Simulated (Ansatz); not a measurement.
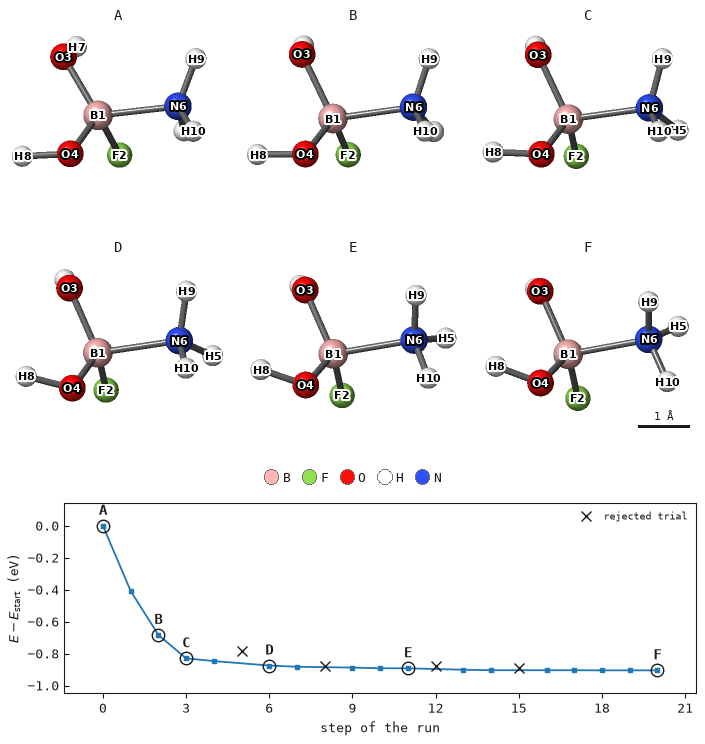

Frames of a relaxation of BNH₅O₂F (started from a transition state, displaced along its imaginary mode), marked on the history of the run. The picture is a ball-and-stick view, seen from a free direction.

These are results of RKS PBE0-D4/def2-TZVP in Ansatz 0.2.0, not measurements.

The input:
```yaml
crystal:
  periodic: [false, false, false]
  atoms:
    - {symbol: B, position_ang: [-0.245790, 0.189711, -0.321790]}
    - {symbol: F, position_ang: [0.714033, -0.630025, -1.294804]}
    - {symbol: O, position_ang: [0.080201, 1.553879, -0.434912]}
    - {symbol: O, position_ang: [-1.593751, -0.160577, -0.349098]}
    - {symbol: H, position_ang: [0.932846, -1.034454, 0.253399]}
    - {symbol: N, position_ang: [0.435479, -0.612250, 0.926000]}
    - {symbol: H, position_ang: [0.978546, 1.617929, -0.773215]}
    - {symbol: H, position_ang: [-2.059569, 0.364317, -1.004535]}
    - {symbol: H, position_ang: [0.961028, -0.052667, 1.585762]}
    - {symbol: H, position_ang: [-0.202923, -1.235864, 1.413195]}
basis:
  gaussian: {orbitals: def2-TZVP}
hamiltonian: {xc: pbe0, dispersion: d4}
relax: {f_tol: 0.005, max_steps: 200}
```

Launched with:
```bash
ansatz run in.yaml --threads 4 --pin off --events-out ev --progress --plain --max-ram 9574MiB
```

> Describe the path.

The energy falls by 0.904 eV in 16 accepted moves (20 points after the start). The largest force component goes from 3.8 to 0.0048 eV/Å. The line search rejected the trial steps at points 5, 8, 12, 15 of the run. H5 moves most after the best rigid fit: 0.87 Å. By element the largest moves are H 0.87 Å, F 0.33 Å, B 0.22 Å, O 0.21 Å, N 0.03 Å. Near-neighbour distances that change, for instance: B1–F2 1.594 → 1.396 Å, H5–N6 0.937 → 1.014 Å, B1–N6 1.632 → 1.698 Å, B1–O4 1.393 → 1.415 Å. Among the angles between lasting bonds that change: B1–N6–H5 83.9° → 111.7°, F2–B1–N6 87.9° → 101.4°, O3–B1–N6 116.2° → 107.0°. Groups turn about B1–N6 by about 45°, B1–O4 by about 25°, B1–O3 by about 20°. From step 0 to 2: H5 moves most (0.29 Å), energy −0.683 eV. From step 2 to 3: H5 moves most (0.19 Å), energy −0.147 eV. From step 3 to 6: H8 moves most (0.22 Å), energy −0.045 eV. From step 6 to 11: H atoms move most (0.34 Å), energy −0.017 eV. From step 11 to 20: H atoms move most (0.22 Å), energy −0.013 eV.

```csv
step,"E − E(0), eV","largest force component, eV/Å",note
0,0.0000,3.8069,
1,-0.4083,1.1060,
2,-0.6829,1.0451,
3,-0.8295,0.7160,
4,-0.8464,0.4596,
5,-0.7850,1.2568,rejected
6,-0.8741,0.1149,
7,-0.8819,0.0498,
8,-0.8793,0.5675,rejected
9,-0.8871,0.0343,
10,-0.8912,0.1582,
11,-0.8916,0.3868,
12,-0.8741,0.8163,rejected
13,-0.9007,0.1105,
14,-0.9034,0.0180,
15,-0.8914,0.5705,rejected
16,-0.9036,0.0056,
17,-0.9037,0.1284,
18,-0.9043,0.0190,
19,-0.9043,0.0215,
20,-0.9044,0.0048,
```
